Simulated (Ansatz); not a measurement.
## A van 't Hoff estimate for GaH2F + CH2I2 ⇌ GaH2I + CH2FI

Species: GaH2F `[F][GaH2]`, singlet; CH2I2 (diiodomethane) `ICI`, singlet; GaH2I `[GaH2][I]`, singlet; CH2FI (fluoroiodomethane) `FCI`, singlet. The partners trade F for I: Ga–F and C–I bonds give way to Ga–I and C–F.

The electronic reaction energy at CCSD(T)/def2-TZVPP is -2.4 kJ/mol. Shapes: PBE0-D4/def2-TZVP. Programs: Ansatz 0.2.0. Enthalpy and entropy come from rigid-rotor, harmonic-oscillator sums on unscaled PBE0-D4/def2-TZVP wavenumbers, ideal gases at 1 bar. Symmetry numbers: GaH2F 2, CH2I2 2, GaH2I 2, CH2FI 1. R = 8.3145 J/(mol K).

| T (K) | ΔH (kJ/mol) | ΔS (J/(mol K)) |
| --- | --- | --- |
| 400 | +1.0 | +5.1 |
| 600 | ? | ? |
| 800 | -0.3 | +2.8 |

Work out ln K at 400 and 800 K, and from these estimate it at 600 K.


1. 400 K: ΔG = +1.0 − 400 × (+5.1)/1000 = -1.0 kJ/mol; ln K = −ΔG/RT = +0.30.
2. 800 K: ΔG = -0.3 − 800 × (+2.8)/1000 = -2.5 kJ/mol; ln K = −ΔG/RT = +0.38.
3. Slope against 1000/T: (+0.38 − (+0.30))/(1.2500 − 2.5000) = -0.06, that is −ΔH/R with ΔH near 0 kJ/mol.
4. 600 K: ln K = +0.30 + (-0.06) × (1.6667 − 2.5000) = +0.35.

The full sums give ΔH = +0.3 kJ/mol, ΔS = +3.6 J/(mol K), ΔG = -1.9 kJ/mol and ln K = +0.38 at 600 K, so the line is off by -0.03 in ln K; without rounding the miss is -0.02, from the change of ΔH with temperature. ΔG stays too near zero to say which side is favoured. An error of 10 kJ/mol in the energy moves ln K by 2.0 at 600 K. Soft modes are treated as harmonic, which can err either way at these temperatures; the lowest are those of CH2I2 (118 cm⁻¹), GaH2I (250 cm⁻¹). For atoms past krypton def2 sets carry core potentials with scalar relativity. Relativity is left out for Ga. Outer-core shells of Ga, I are correlated, in sets that cover them unevenly.

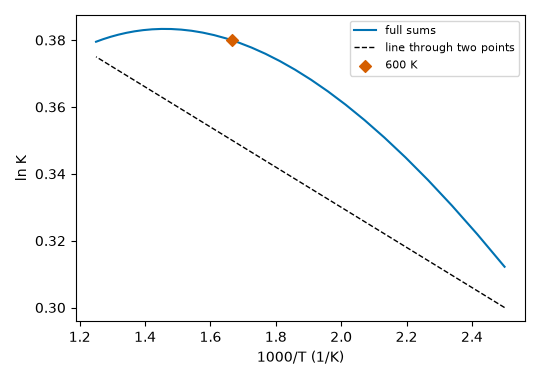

The van 't Hoff plot.
